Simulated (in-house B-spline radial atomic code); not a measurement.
**RPA and GW calculation, with input and output: C⁴⁺**

System: C⁴⁺, configuration 1s2.
Method: RPA, second-order and SOSEX correlation energies and G0W0 (contour deformation) on a non-relativistic mean field, all electrons, B-spline basis (in-house B-spline radial atomic code).

The input:
```
Z = 6
electrons = 2.0
configuration = 1s2
hamiltonian = nr
method = pbeh
lmax = 9
exact_exchange_fraction = 0.4
spin_polarised = False
box_radius = 11.96
intervals = 44
ion_configuration = 1s1
```

The run was one of a batch that the task file lists, launched with:
```bash
python <driver script> task.json out
```

The program writes its results to a structured record and prints no log; tables and figures of this report are taken from that record.

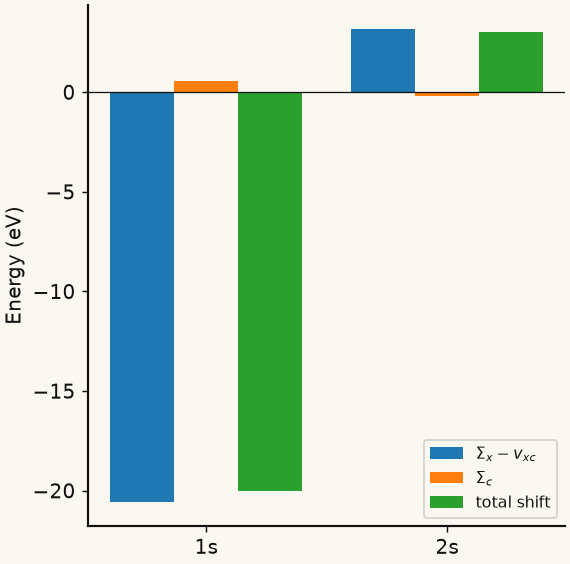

Fig. 1: Parts of the G₀W₀ correction to each level for C⁴⁺ (1s²). All-electron spherical atom, non-relativistic, PBE with 40 % exact exchange start, no spin-orbit coupling, Breit or QED terms; computed with a B-spline radial code. The quasi-particle equation is solved at full frequency; levels of low quasi-particle weight Z are left out. Σ columns are in eV, and Σc holds an estimate for the angular momenta beyond the basis. G₀W₀ moves the highest occupied level, 1s, from −371.8 to −391.8 eV (renormalisation factor Z = 0.99). The empty level 2s goes from −67.4 to −64.4 eV.

| Level | Mean field (eV) | Σx − vxc (eV) | Σc (eV) | Z | G₀W₀ (eV) |
| --- | --- | --- | --- | --- | --- |
| 1s | −371.8 | −20.6 | 0.6 | 0.99 | −391.8 |
| 2s | −67.4 | 3.2 | −0.2 | 1.00 | −64.4 |

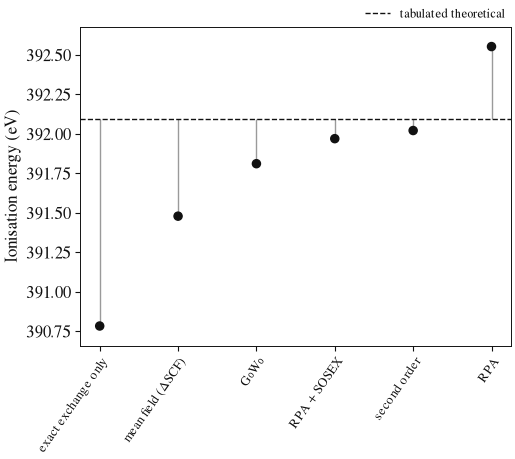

Fig. 2: The ionisation energy of C⁴⁺ (1s² → 1s) across levels of theory. Differences of total energies, each species on its own start, beside the G₀W₀ level. The values run from 390.78 eV (exact exchange only) to 392.55 eV (RPA). The tabulated theoretical value is 392.09 eV; nearest to it come second order (−0.07) and RPA + SOSEX (−0.12), furthest exact exchange only (−1.31 eV).

| Method | Ionisation energy (eV) |
| --- | --- |
| mean field (ΔSCF) | 391.48 |
| exact exchange only | 390.78 |
| second order | 392.02 |
| RPA | 392.55 |
| RPA + SOSEX | 391.97 |
| G₀W₀ | 391.81 |

Key numbers:

- outcome: converged
- mean-field total energy: −32.36945 hartree
- total energy with exact exchange alone: −32.36075 hartree
- exact exchange energy: −3.52042 hartree
- RPA correlation, extrapolated in the angular momentum of the empty orbitals: −0.08720 hartree
- RPA correlation, as summed: −0.08710 hartree
- direct second-order term: −0.09099 hartree
- second-order exchange term: 0.04549 hartree
- SOSEX term: 0.04360 hartree
- hardware: 1 thread of Intel Xeon (Granite Rapids), 192 GiB of memory available, shared host
